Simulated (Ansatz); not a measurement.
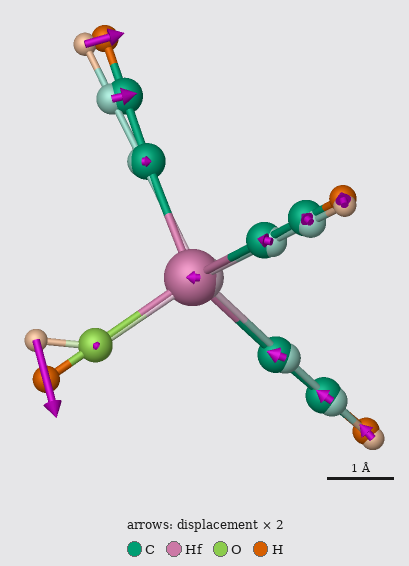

A relaxation of C6H4HfO. The starting structure is drawn faded, the final one solid; purple arrows show the displacements, magnified 2 times. The two geometries are superimposed by the best rigid fit.

Style: ball-and-stick. Shown from a free direction.

The start comes from GFN2-xTB.

All numbers below come from Ansatz, RKS PBE0-D4/def2-TZVP.

The input:
```yaml
crystal:
  periodic: [false, false, false]
  atoms:
    - {symbol: C, position_ang: [-2.657820, 2.000470, 0.706300]}
    - {symbol: C, position_ang: [-1.761070, 1.281930, 0.329480]}
    - {symbol: Hf, position_ang: [-0.089890, -0.042780, -0.355250]}
    - {symbol: O, position_ang: [-0.426030, -0.594690, -2.201140]}
    - {symbol: C, position_ang: [1.842960, 1.090350, -0.309720]}
    - {symbol: C, position_ang: [2.884740, 1.703390, -0.285100]}
    - {symbol: C, position_ang: [0.017280, -1.976620, 0.782720]}
    - {symbol: C, position_ang: [0.078690, -3.020730, 1.389510]}
    - {symbol: H, position_ang: [-3.441120, 2.629220, 1.034890]}
    - {symbol: H, position_ang: [-0.374530, -1.377210, -2.751460]}
    - {symbol: H, position_ang: [3.795660, 2.238710, -0.262150]}
    - {symbol: H, position_ang: [0.131130, -3.932030, 1.921910]}
basis:
  gaussian: {orbitals: def2-TZVP}
hamiltonian: {xc: pbe0, dispersion: d4}
relax: {f_tol: 0.005, max_steps: 150}
```

Run as
```bash
ansatz run in.yaml --threads 4 --pin off --events-out ev --progress --plain --max-ram 11315MiB
```

Question: Atoms of which element are displaced furthest, and by how much?

Answer: Hydrogen: up to 0.64 Å, against 0.20 Å for carbon.

Question: Describe the change and its energy.

Answer: The energy falls by 18.3 kJ/mol in 12 accepted moves (14 points after the start). The largest force component goes from 1.4 to 0.00036 eV/Å. The line search rejected the trial steps at points 5, 8 of the run. The forces were under the threshold at step 11, but the run went on from there. The atom that moves furthest after the best rigid fit is H10 (0.64 Å). By element the largest moves are H 0.64 Å, C 0.20 Å, Hf 0.11 Å, O 0.05 Å. Near-neighbour distances that change, for instance: Hf3–O4 1.956 → 1.888 Å, Hf3–C7 2.246 → 2.183 Å, C2–Hf3 2.240 → 2.183 Å, C1–H9 1.057 → 1.067 Å. Bond angles that change, for instance: Hf3–O4–H10 139.8° → 180.0°, O4–Hf3–C7 104.1° → 109.0°, C2–Hf3–C7 112.9° → 109.9°.
